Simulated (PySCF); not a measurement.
C5H11BF2O

The calculation's input:

```
{"job": {"xc": "PBE0", "basis": "6-31G*", "kind": "nmr", "pop": true}, "charge": 0, "multiplicity": 1}
C      3.046392    -0.437959    -0.363480
B      1.665797    -0.094554     0.331074
O      0.574832    -0.178302    -0.432329
C     -0.760918     0.084029    -0.038061
C     -0.952913     1.574082     0.252596
C     -1.193755    -0.777501     1.148247
C     -1.603181    -0.291225    -1.277732
F     -1.601426    -1.625271    -1.491814
F     -2.902601     0.057372    -1.110280
H      2.929587    -0.716151    -1.406432
H      3.542424    -1.259096     0.149727
H      3.727990     0.408782    -0.314120
H      1.629975     0.226380     1.469190
H     -1.996321     1.784654     0.470362
H     -0.641045     2.165506    -0.605615
H     -0.344058     1.855124     1.107292
H     -2.261320    -0.659586     1.316219
H     -0.655024    -0.479515     2.042497
H     -0.979765    -1.823180     0.939508
H     -1.229819     0.197089    -2.189887
```

Launched as:

```sh
OMP_NUM_THREADS=1 python ens_run.py task.json out
```

Geometry: GFN2-xTB.

Level of theory: PBE0/6-31G*, SCF density, gas phase, non-relativistic (PySCF).

What will maps of the electron density and electron localisation function show?

Answer. B–O (1.33 Å): the density is about 2.2 e/Å³ at the midpoint; the ELF peaks at about 0.90 between the atoms; a short, strongly polar bond.
C–F (1.36 Å): ρ is about 2.2 e/Å³ halfway, with its minimum of 1.8 e/Å³ about 0.5 Å from C; the ELF peaks at about 0.85 between the atoms; a shared but strongly polarised pair.
C–O (1.42 Å): ρ is about 2 e/Å³ halfway, with its minimum of 1.7 e/Å³ about 0.5 Å from C; the ELF peaks at about 0.90 between the atoms, as expected for a shared but strongly polarised pair.
C–C (1.54 Å): ρ at the midpoint is about 1.7 e/Å³; the ELF peaks at about 1 between the atoms, as expected for a shared electron pair.

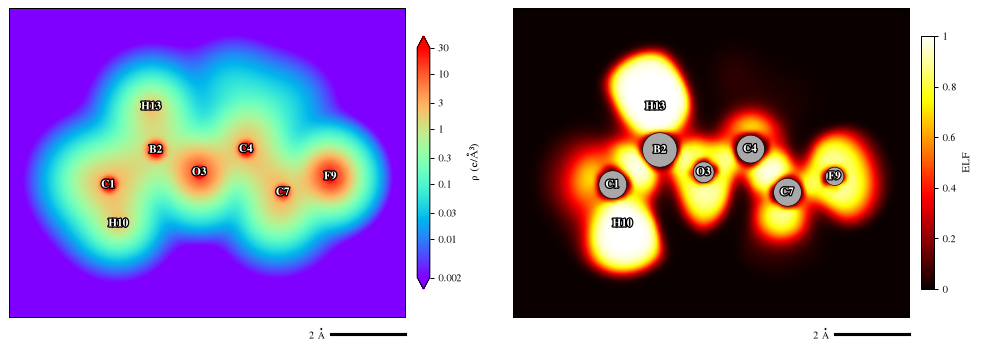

Computed electron density and electron localisation function on the plane of atoms O3, B2 and H13, in this order. Grey discs cover the atomic cores in the ELF map. 
